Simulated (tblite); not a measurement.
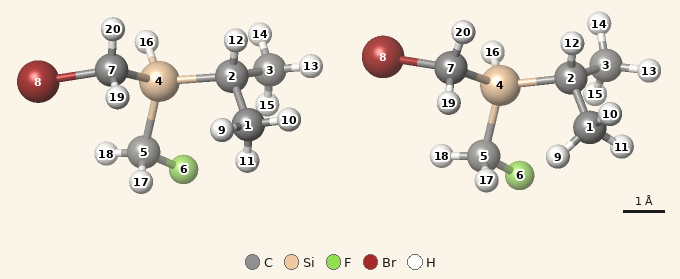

Two geometries of C5H12BrFSi, drawn at one scale. One is the start of a relaxation, the other its converged end. Style: ball-and-stick. Shown at a tilt.

The calculation used GFN2-xTB geometry optimisation, gas phase (tblite 0.8.0). 

Q: Which geometry has the lower energy?

A: The left one is the relaxed one. The atom that moves furthest after the best rigid fit is H9 (1.03 Å). By element the largest moves are H 1.03 Å, Br 0.74 Å, C 0.26 Å, F 0.25 Å, Si 0.11 Å. Some distances before and after: Si4–C5 1.871 → 1.925 Å, C2–Si4 1.860 → 1.911 Å, C1–H10 1.125 → 1.089 Å, C2–H12 1.130 → 1.096 Å. Bond angles that change, for instance: F6–C5–H18 113.8° → 106.3°, Si4–C7–H19 106.8° → 114.2°, Si4–C5–H18 106.3° → 112.5°. Groups turn about C1–C2 by about 45°, Si4–C7 by about 20°. The energy falls by 66.0 kJ/mol in 122 geometry steps.
